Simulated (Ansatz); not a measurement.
# H2OSSn: the cost of one run

Computed with the Python package of Ansatz 0.2.0. Level of theory: PBE0/def2-SVP.

## 1. The system

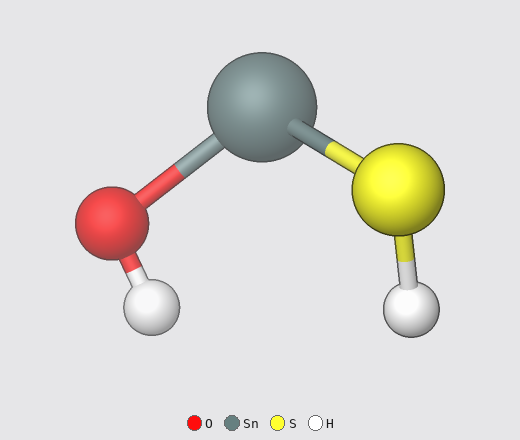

The starting structure, viewed from a chosen angle; oxygen red, tin teal, sulfur yellow, hydrogen white.

No structure file is read: the coordinates are typed or built in the script.

## 2. Script

The input, run_relaxed_scan.py:

```python
"""Relaxed scan of one distance in H2OSSn."""

import ansatz as az
import numpy as np

geometry_ang = [
    ("O", (-1.4182, -1.0149, 0.1819)),
    ("Sn", (-0.8443, 0.6135, -0.8388)),
    ("S", (1.0807, 1.5352, 0.2318)),
    ("H", (-0.5826, -1.5183, 0.276)),
    ("H", (1.8144, 0.3109, 0.1077)),
]
molecule = az.Crystal.molecule()
for symbol, xyz in geometry_ang:
    molecule = molecule.atom(symbol, xyz)

calc = (
    molecule.calculation()
    .basis(gaussian="def2-SVP")
    .functional("PBE0")
)
symbols = [site.symbol for site in molecule.cartesian_sites]
pairs = [(0, 1), (0, 3), (1, 2), (2, 4)]
print("held (A)   E (eV)        ", "  ".join(f"{symbols[i]}{i}-{symbols[j]}{j}" for i, j in pairs))
for length in [1.32, 1.43, 1.55, 1.72, 1.93]:
    data = calc.relax(constraints=[az.DistanceConstraint((2, 4), at=length)], force_tolerance=0.02, max_steps=60).run().report
    xyz = np.array(data["positions_ang"])
    print(f"{length:6.2f} {data['free_energy_ev']:14.5f}  ", "  ".join(f"{np.linalg.norm(xyz[i] - xyz[j]):.3f}" for i, j in pairs))
```

## 3. Running it

The run is started by

```bash
$ python run_relaxed_scan.py
```

What time and memory should one allow on 1 thread of Arm Neoverse V1, shared host?

About 2.9 min, with a peak of 0.19 GiB.
